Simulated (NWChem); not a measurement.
**Energy and gradient calculation of InH₃Cl (charge −1) (part 4 of 4)**

InH₃Cl, charge −1; SVWN5/def2-SVP, RKS, core potentials def2-SVP (NWChem 7.3.0). The geometry comes from this level: GFN2-xTB.

Geometry of the input (Å):
```
In -0.0022  0.0006  -0.1757
Cl 0.0128  -0.0204  2.1636
H  1.6208  0.0134  -0.6709
H  -0.8181  1.4110  -0.6459
H  -0.8134  -1.4046  -0.6711
```

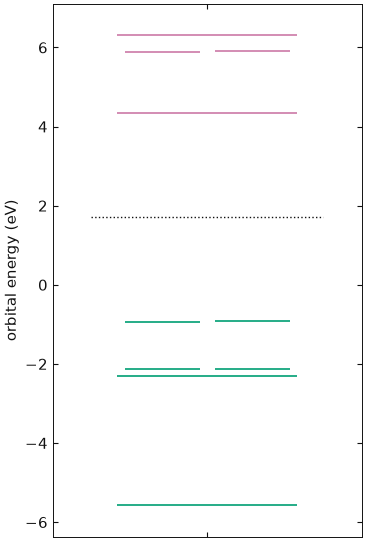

Fig. 1: Orbital energies near the frontier; the dotted line parts filled from empty levels, and levels within 0.02 eV of each other stand side by side. Highest filled −0.92 eV, lowest empty 4.33 eV, 5.25 eV apart.

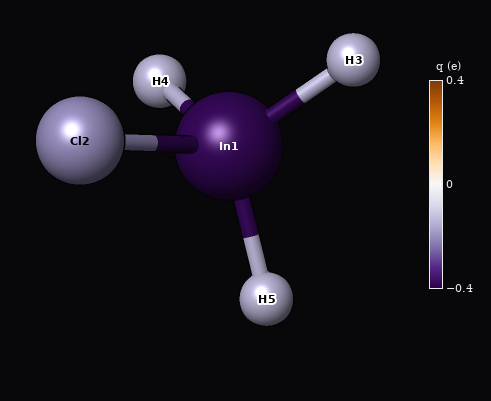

Fig. 2: Löwdin charges, as the colour of each atom (ball-and-stick view, seen at a tilt; atoms are numbered from 1 in the order of the input). By element: In −0.38, Cl −0.20 and H −0.14 e.

Key numbers

```tsv
quantity	value
outcome	converged
total energy	−650.216047 hartree
basis functions	59
largest force	1.456 eV/Å
HOMO	−0.92 eV
LUMO	4.33 eV
hardware	1 thread of AMD EPYC (Zen 5), 16 GiB of memory available, shared host
wall time	7.2 s
peak memory	0.14 GiB
```
